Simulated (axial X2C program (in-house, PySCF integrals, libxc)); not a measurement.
# Linear HTiH⁺ at several levels

Aim: the two bond lengths and stretching wavenumbers of linear HTiH⁺, with and without spin–orbit coupling, at PBE0, HF, BHandHLYP, MP2.

The runs use an in-house X2C program for linear molecules on PySCF integrals; all-electron X2C, two-component (2c) or spin-free, H dyall-v3z, Ti dyall-v3z.

All values are calculated.

2 further runs of the same task are left out: 2 set aside as unsound or not needed.

## Step 1: Set-up

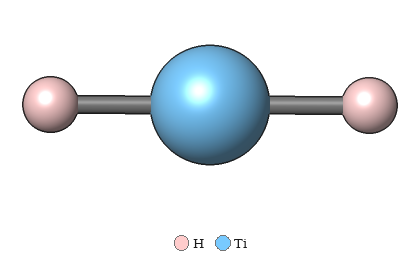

The atoms on one line, bonds 1.680 and 1.680 Å (hydrogen pink, titanium blue).

Contents of task.json:

```json
{
 "zs": [
  1,
  22,
  1
 ],
 "q": 1,
 "bas": [
  "dyall-v3z",
  "dyall-v3z",
  "dyall-v3z"
 ],
 "r0": [
  1.68,
  1.68
 ],
 "symm": 1,
 "scan": [
  "PBE0",
  "HF",
  "BHandHLYP"
 ],
 "levels": [
  "PBE0",
  "HF",
  "TPSSh"
 ],
 "nst": 2
}
```

Keys: zs atomic numbers; q charge; bas basis sets; r0 starting distance in Å; symm equal bonds; scan levels of the two-bond scan (MP2 follows by itself at each HF point); levels methods; nst determinants followed.

Launch:

```
python solin.py task.json out
```

Masses H 1.008, Ti 47.948, H 1.008 u.

## Step 2: Scan at PBE0, 2c

State: Ω = 3/2 (beyond evenly filled blocks: ω = 3/2). Energies above the lowest point, from the job's result record:

| r(H–Ti) (Å) | r(Ti–H) (Å) | E (meV) |
| --- | --- | --- |
| 1.7170 | 1.7170 | 22.15 |
| 1.7170 | 1.7610 | 10.08 |
| 1.7170 | 1.8050 | 19.21 |
| 1.7610 | 1.7170 | 10.08 |
| 1.7610 | 1.7610 | 0.00 |
| 1.7610 | 1.8050 | 10.88 |
| 1.7610 | 1.8491 | 39.75 |
| 1.8050 | 1.7170 | 19.21 |
| 1.8050 | 1.7610 | 10.88 |
| 1.8050 | 1.8050 | 23.32 |
| 1.8491 | 1.7610 | 39.75 |
| 1.8491 | 1.8491 | 85.14 |

A quadratic surface with cubic terms in each bond gives the minimum at 1.759 and 1.759 Å, force constants 1.73, 1.73 and coupling 0.13 mdyn/Å.

## Step 3: Scan at HF, 2c

State: Ω = 3/2 (beyond evenly filled blocks: ω = 3/2). Energies above the lowest point, from the job's result record:

| r(H–Ti) (Å) | r(Ti–H) (Å) | E (meV) |
| --- | --- | --- |
| 1.7170 | 1.7170 | 28.11 |
| 1.7170 | 1.7610 | 12.18 |
| 1.7170 | 1.8050 | 19.26 |
| 1.7610 | 1.7170 | 12.18 |
| 1.7610 | 1.7610 | 0.00 |
| 1.7610 | 1.8050 | 10.58 |
| 1.7610 | 1.8491 | 40.98 |
| 1.8050 | 1.7170 | 19.26 |
| 1.8050 | 1.7610 | 10.58 |
| 1.8050 | 1.8050 | 24.41 |
| 1.8491 | 1.7610 | 40.98 |
| 1.8491 | 1.8491 | 94.12 |

A quadratic surface with cubic terms in each bond gives the minimum at 1.762 and 1.762 Å, force constants 1.87, 1.87 and coupling 0.27 mdyn/Å.

## Step 4: Scan at BHandHLYP, 2c

State: Ω = 3/2 (beyond evenly filled blocks: ω = 3/2). Energies above the lowest point, from the job's result record:

| r(H–Ti) (Å) | r(Ti–H) (Å) | E (meV) |
| --- | --- | --- |
| 1.7170 | 1.7170 | 10.97 |
| 1.7170 | 1.7610 | 4.15 |
| 1.7170 | 1.8050 | 18.87 |
| 1.7610 | 1.7170 | 4.15 |
| 1.7610 | 1.7610 | 0.00 |
| 1.7610 | 1.8050 | 17.10 |
| 1.7610 | 1.8491 | 52.66 |
| 1.8050 | 1.7170 | 18.87 |
| 1.8050 | 1.7610 | 17.10 |
| 1.8050 | 1.8050 | 36.28 |
| 1.8491 | 1.7610 | 52.66 |
| 1.8491 | 1.8491 | 112.57 |

A quadratic surface with cubic terms in each bond gives the minimum at 1.748 and 1.748 Å, force constants 1.81, 1.81 and coupling 0.17 mdyn/Å.

## Step 5: The levels side by side

| level | r(H–Ti) (Å) | r(Ti–H) (Å) | lower stretch (cm⁻¹) | upper stretch (cm⁻¹) |
| --- | --- | --- | --- | --- |
| PBE0, 2c | 1.759 | 1.759 | 1677.8 | 1772.1 |
| HF, 2c | 1.762 | 1.762 | 1674.2 | 1896.4 |
| BHandHLYP, 2c | 1.748 | 1.748 | 1694.4 | 1826.0 |
| MP2, 2c | 1.737 | 1.737 | 1661.7 | 1870.6 |
| PBE0, spin-free | 1.759 | 1.759 | 1678.5 | 1772.6 |
| HF, spin-free | 1.762 | 1.762 | 1675.4 | 1896.8 |
| BHandHLYP, spin-free | 1.748 | 1.748 | 1695.2 | 1826.6 |
| MP2, spin-free | 1.737 | 1.737 | 1663.4 | 1871.7 |

Scans not shown above were run alike.

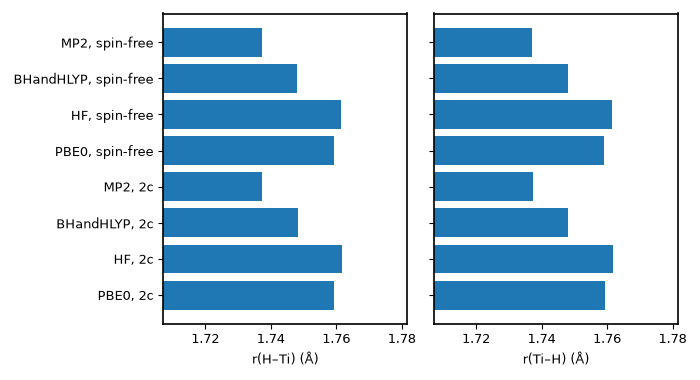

The two bond lengths by level.

What this shows: Over the levels the H–Ti bond spans 1.737 to 1.762 Å and the Ti–H bond 1.737 to 1.762 Å. At PBE0 spin–orbit coupling leaves both bonds unchanged to 0.001 Å. Each state is one determinant, the lowest of a limited PBE0 search; the stretches come from a fit to few points and are good to some per cent at best. The stretches are sorted by size, and where the two bonds are alike the symmetric and antisymmetric modes can swap order between levels. MP2 freezes inner shells (threshold -2 hartree). The molecule was held linear; bending was not examined, so a bent shape may lie lower. Note: functional without a current term on a determinant with orbital currents, of the molecule or an atom.
